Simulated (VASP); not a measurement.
Band structure of RbBr (rock salt). Calculation: PBE GGA, VASP's PBE PAW potentials (set 64) (plane waves; VASP).

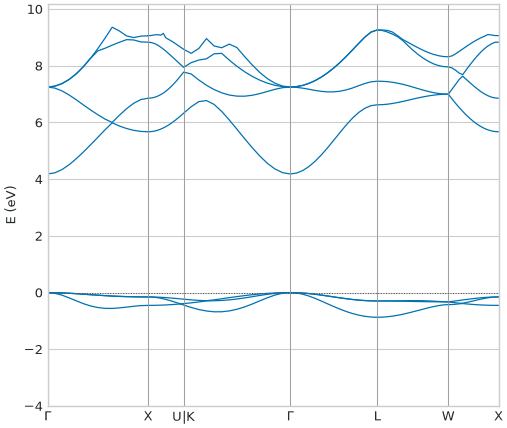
Bands along high-symmetry lines, zero at the valence-band maximum or, without a gap, the Fermi level

Task: Read the plot: is there a gap, and where are the band edges?

Result: The gap is direct, 4.18 eV, from the valence maximum at Γ to the conduction minimum at Γ. (Edges off the drawn lines would not show.)

Measured: gap 7.20 eV (computed value off by -3.02 eV), as given by Aguado et al., (1998), arXiv:cond-mat/9809176.

The compound is RbBr in the rock salt structure. It was relaxed first, which changed the volume by +6 %.
